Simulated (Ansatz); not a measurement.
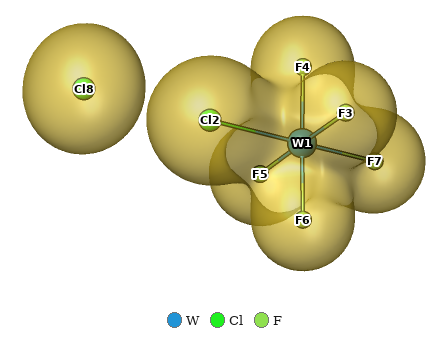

ClF$_{5}$W···Cl (doublet). Isosurface of the electron density at 0.1 e/Å³ (yellow), seen at a tilt.

Core potentials replace the inner electrons of W; not at a stationary point (largest force 0.9 eV/Å).

Theory: UKS PBE/def2-SVP in Ansatz 0.2.0.

```yaml
atoms:
  - { symbol: W, position_ang: [0.0000, 0.0000, -0.0298] }
  - { symbol: Cl, position_ang: [0.0000, 0.0000, 2.3323] }
  - { symbol: F, position_ang: [1.8620, 0.0000, -0.0522] }
  - { symbol: F, position_ang: [0.0000, 1.8620, -0.0522] }
  - { symbol: F, position_ang: [-1.8620, 0.0000, -0.0522] }
  - { symbol: F, position_ang: [0.0000, -1.8620, -0.0522] }
  - { symbol: F, position_ang: [0.0000, 0.0000, -1.8933] }
  - { symbol: Cl, position_ang: [0.0000, 0.0000, 5.5695] }
```

How is the density connected at this value?

At this value the surface falls into two separate pieces. It bridges the sampled W–F (1.86 Å) and W–Cl (2.36 Å) contacts, where the density stays above the isovalue. It is pinched off along the sampled Cl···Cl (3.24 Å) contacts. On the grid the lowest density along these lines, outside the cores, is 0.07 e/Å³ (Cl···Cl, 3.24 Å), 1.1 e/Å³ (W–F, 1.86 Å) and 0.59 e/Å³ (W–Cl, 2.36 Å).
